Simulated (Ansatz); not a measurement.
Input file:

```
crystal:
  lattice:
    - [2.7704768378, 2.7726633208, -5.4718957083]
    - [2.7443792325, 2.7425890078, 5.4437689592]
    - [5.5235014224, -5.5238963778, 0.0019928034]
  atoms:
    - { symbol: Zn, position: [0.0001579592, 0.4995239207, 0.2555376399] }
    - { symbol: Zn, position: [0.4992640856, -0.0014150704, 0.7430626517] }
    - { symbol: Ag, position: [0.0123683636, 0.0146946408, 0.0085402381] }
    - { symbol: Cu, position: [0.4926542942, 0.4927527849, 0.4919029955] }
    - { symbol: Ag, position: [0.0109977616, 0.5130716467, 0.7438165289] }
    - { symbol: Cu, position: [0.4917095599, -0.0075946643, 0.2567616756] }
    - { symbol: Sn, position: [0.5024680266, 0.4991201446, 0.0046206671] }
    - { symbol: Sn, position: [-0.0040199612, -0.0011520327, 0.4960195392] }
    - { symbol: S, position: [0.3679190109, 0.6302984931, 0.2621074255] }
    - { symbol: S, position: [0.8623364215, 0.1198417246, 0.7475551649] }
    - { symbol: S, position: [0.3977464184, 0.1120616187, 1.0038634841] }
    - { symbol: S, position: [0.8530609409, 0.6155586399, 0.4867156935] }
    - { symbol: S, position: [0.3966826982, 0.6289531522, 0.7363160902] }
    - { symbol: S, position: [0.8513339621, 0.1345546644, 0.2554516929] }
    - { symbol: S, position: [0.8819052768, 0.6207926678, 0.0126831049] }
    - { symbol: S, position: [0.3834151816, 0.128937669, 0.495045408] }
basis:
  ecutwfc: 420
kpoints:
  mp_grid: { grid: [6, 6, 6] }
  band_path: { path: [[0.0, 0.0, 0.0], [0.05, 0.0, 0.0]], npoints: 1 }
hamiltonian:
  xc: pbesol
scf:
  occupations: { method: gaussian, width: 0.01 }
  n_extra_bands: 11
output:
  forces: true
  stress: true
  eigenvalues: true
  write_density: true
  write_potential: true
  elf: true
  volumetric_format: npy
```

Launched as:

```sh
ansatz run input.yaml --threads 4 --pin off --max-ram 10240MiB --backend cpu --events-out ev --progress --plain --runs-dir out
```

Below, planes, directions and counts refer to the conventional cell (a = 6.68 Å, b = 6.73 Å, c = 7.81 Å, α = 89.97°, β = 89.98°, γ = 71.09°).

Space group P1; a generated structure, not necessarily the stable one; computed without spin polarisation.

Computed with Ansatz 0.2.0, DFT PBEsol, scalar-relativistic, plane waves, PAW.

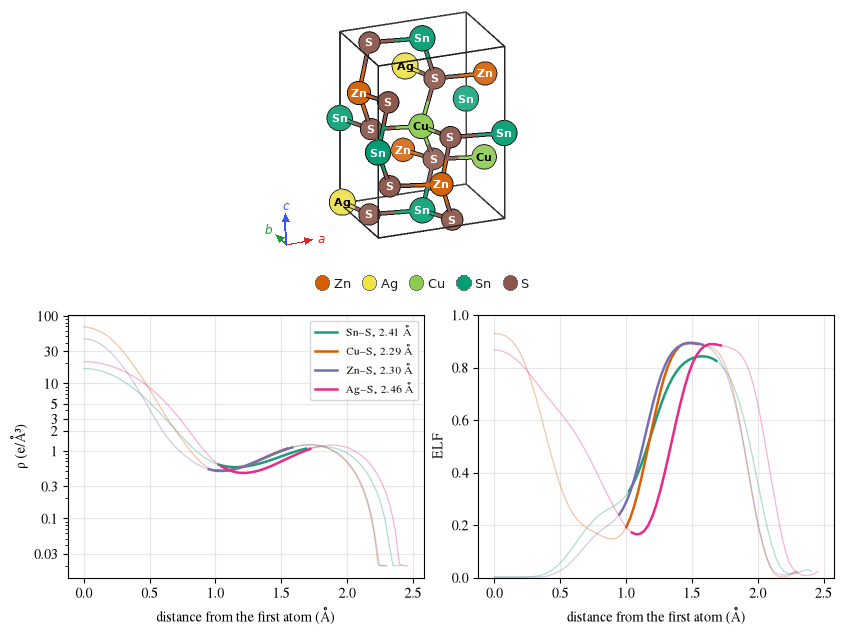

ZnCuAgSnS4. Valence electron density and ELF along straight lines between neighbouring atoms. Thin, pale parts lie inside the atomic spheres. The structure is drawn too.

Core electrons are frozen (PAW), and the valence fields are smoothed inside the atomic spheres.

**Compare the contacts.**

Sn–S (2.41 Å): ρ is about 0.58 e/Å³ halfway; the ELF peaks at about 0.85 in the valence shell of S, 0.8 Å from its nucleus, and is about 0.55 at the midpoint.
Cu–S (2.29 Å): ρ is about 0.54 e/Å³ halfway; the ELF peaks at about 0.90 in the valence shell of S, 0.8 Å from its nucleus, and is about 0.45 at the midpoint.
Zn–S (2.30 Å): ρ is about 0.54 e/Å³ halfway; the ELF peaks at about 0.90 in the valence shell of S, 0.8 Å from its nucleus, and is about 0.55 at the midpoint.
Ag–S (2.46 Å): the density is about 0.47 e/Å³ at the midpoint; the ELF peaks at about 0.90 in the valence shell of S, 0.8 Å from its nucleus, and is about 0.30 at the midpoint.
